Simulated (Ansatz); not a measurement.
Base system: MgTe in the wurtzite structure (space group P6_3mc, No. 186; a = 4.5614 Å, c = 7.4119 Å).

Now apply this change: an isotropic linear strain of −0.60 %, atoms relaxed at fixed cell.

Calculations: PBEsol (Ansatz, a first-principles code; PAW; 420 eV plane waves; spin-orbit coupling left out).

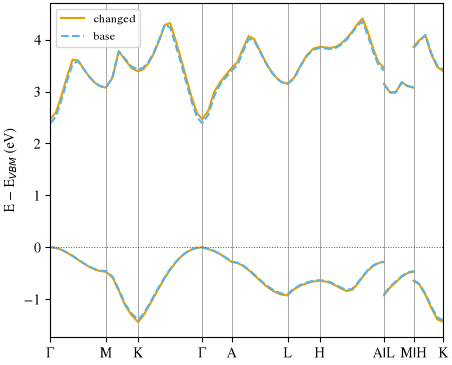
Figure: Highest valence and lowest conduction band along the path, each from its own valence-band maximum

The gap is 2.47 eV, direct at Γ; the base has 2.39 eV.

Spin-orbit coupling, missing from the scalar runs, can matter with Te. Whether these cells are dynamically stable was not tested.
